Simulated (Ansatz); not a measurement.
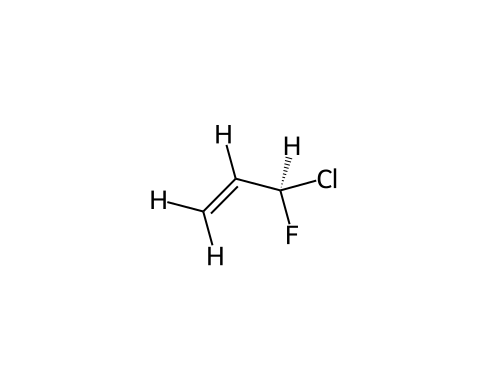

Give its SMILES.

C=C[C@H](F)Cl

Give the formula, hydrogens included.

C3H4ClF.

An optimisation with PBE0-D4/def2-TZVP gave a structure of which point group?

C1.

The parts below concern this one geometry. Atoms keep their numbers from picture to picture. The geometry was computed by an optimisation with PBE0-D4/def2-TZVP.

### Shape

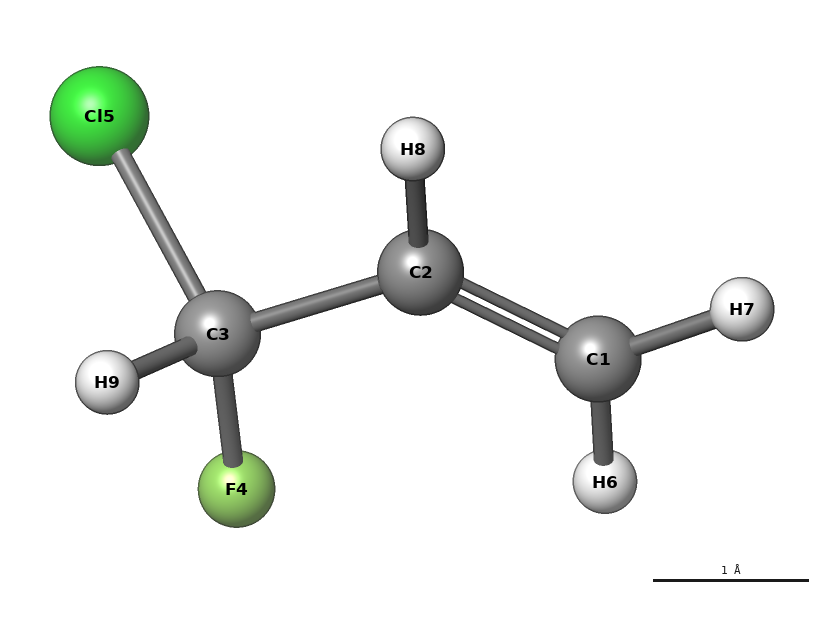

The atoms are numbered.

Estimate the angles C2–C1–H6, C2–C1–H7, C1–C2–C3, C1–C2–H8, C3–C2–H8, C2–C3–F4, C2–C3–Cl5, C2–C3–H9, F4–C3–Cl5, F4–C3–H9, Cl5–C3–H9.

```json
{"angle": "C2–C1–H6", "degrees": "121.4"}
{"angle": "C2–C1–H7", "degrees": "120.8"}
{"angle": "C1–C2–C3", "degrees": "123.6"}
{"angle": "C1–C2–H8", "degrees": "121.8"}
{"angle": "C3–C2–H8", "degrees": "114.6"}
{"angle": "C2–C3–F4", "degrees": "112.0"}
{"angle": "C2–C3–Cl5", "degrees": "109.9"}
{"angle": "C2–C3–H9", "degrees": "112.6"}
{"angle": "F4–C3–Cl5", "degrees": "108.7"}
{"angle": "F4–C3–H9", "degrees": "108.2"}
{"angle": "Cl5–C3–H9", "degrees": "105.2"}
```

### Electronic properties

Level of theory: RKS r2SCAN0-D4/def2-TZVPP (Ansatz 0.2.0).

Predict the main results.

- HOMO energy (Kohn–Sham orbital): −8.37 eV
- LUMO energy (Kohn–Sham orbital): −0.55 eV
- HOMO–LUMO gap: 7.81 eV
- dispersion correction: −4.8 kJ/mol

### Charges

The questions are on Mulliken charges. Method: RKS PBE0-D4/def2-TZVP (Ansatz 0.2.0).

Which atom carries the highest charge (most positive or least negative)?

C3 (0.19 e).

And the lowest?

C1 (−0.26 e).

Give the Mulliken charges atom by atom.

```tsv
atom	value (e)
C1	−0.26
C2	−0.17
C3	0.19
F4	−0.18
Cl5	−0.13
H6	0.15
H7	0.14
H8	0.14
H9	0.12
```

### Dipole moment

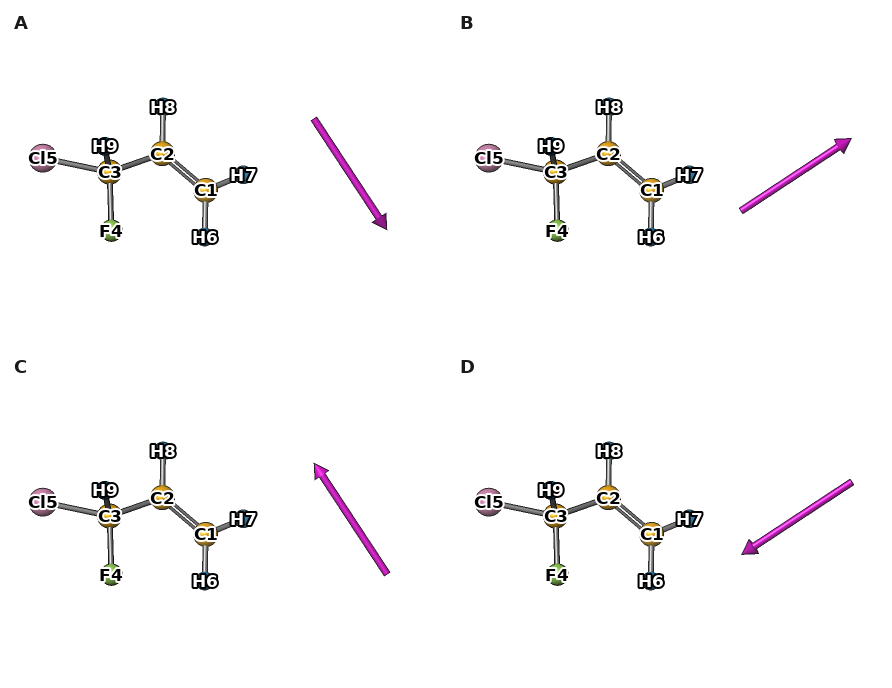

The same molecule four times, each with an arrow. Properties computed with RKS PBE0-D4/def2-TZVP (Ansatz 0.2.0).

Which arrow points along the dipole moment, from the negative to the positive end?

B. The dipole moment is 2.02 D; it points from the side of Cl5 to the side of H7 (the outermost atoms at the two ends).

Mulliken values depend strongly on the basis set and can even reverse the polarity of a bond.
